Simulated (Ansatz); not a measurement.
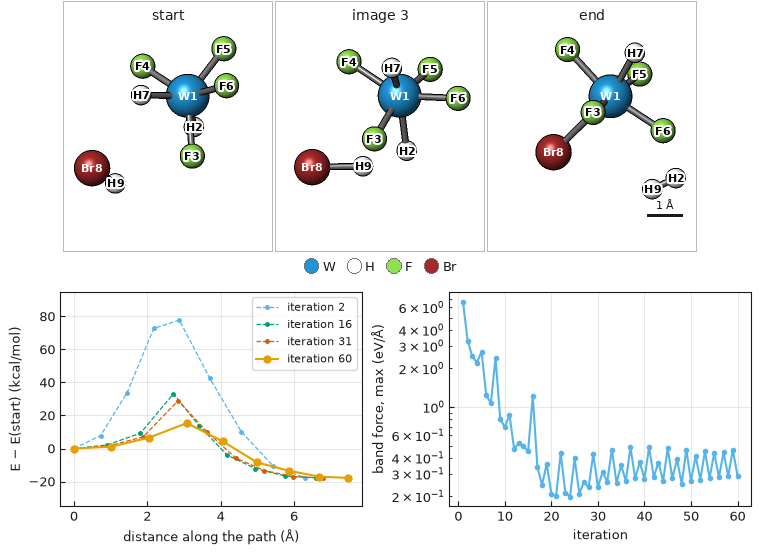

A search for the minimum-energy path of WH3BrF4, made up at the start of WH$_{2}$F$_{4}$ and HBr by the nudged elastic band. Images are numbered from 0 (start) to 8 (end). The plot follows the band through its iterations. Style: ball-and-stick. Shown from a free direction.

These are results of Ansatz 0.2.0, RKS PBE/def2-SVP, not measurements. Run with 7 movable images; climbing image from the first iteration; force threshold 0.05 eV/Å; iteration limit 60; optimiser L-BFGS; starting path through a guess of the saddle point.

Judge this run.

Answer. The result isn't final. The band hadn't converged when the run stopped after 60 iterations. The largest component of the band force went from 6.7 to 0.29 eV/Å. The barrier read from it is provisional: over the last two iterations the highest image moved from 16.2 kcal/mol to 15.4 kcal/mol. The first iteration put the highest image at 113.9 kcal/mol. The highest point, image 3, lies 15.4 kcal/mol above the start and 33.2 kcal/mol above the end; the end is at −17.8 kcal/mol relative to the start.

Limits of the set-up: the start holds two separate molecules, 2.9 Å apart at their closest, whose relative position is a soft coordinate and is computed without a dispersion correction.
